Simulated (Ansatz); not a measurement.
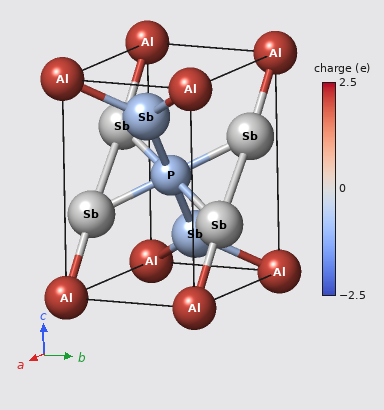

Ball-and-stick representation of a periodic structure, projected slightly off an axis. The wireframe shows the simulation cell. The atoms of this AlSb4P cell are coloured by their Bader charge.

Method used: DFT, PAW plane waves, HSE06 in Ansatz. It ran with plane waves up to 420 eV, Brillouin-zone sampling on a 2×4×2 mesh, Fermi-Dirac smearing of 0.1 eV, no spin polarisation. The pressure of the cell is 99 GPa.

### What charges do the elements carry?

Most positive: Al; most negative: P. Charges: about Al +2.1 e; Sb -0.7 to 0.0 e; P -0.7 e.

The geometry is that of a generated cell, made by putting these elements into a known structure type (the compound may or may not exist in this form), without relaxation. It went into a calculation with Ansatz.

At this level of theory the cell isn't at rest (compressed, at 99 GPa and forces up to 7.5 eV/Å), so its distances can differ from those at equilibrium, the more so the softer the solid.
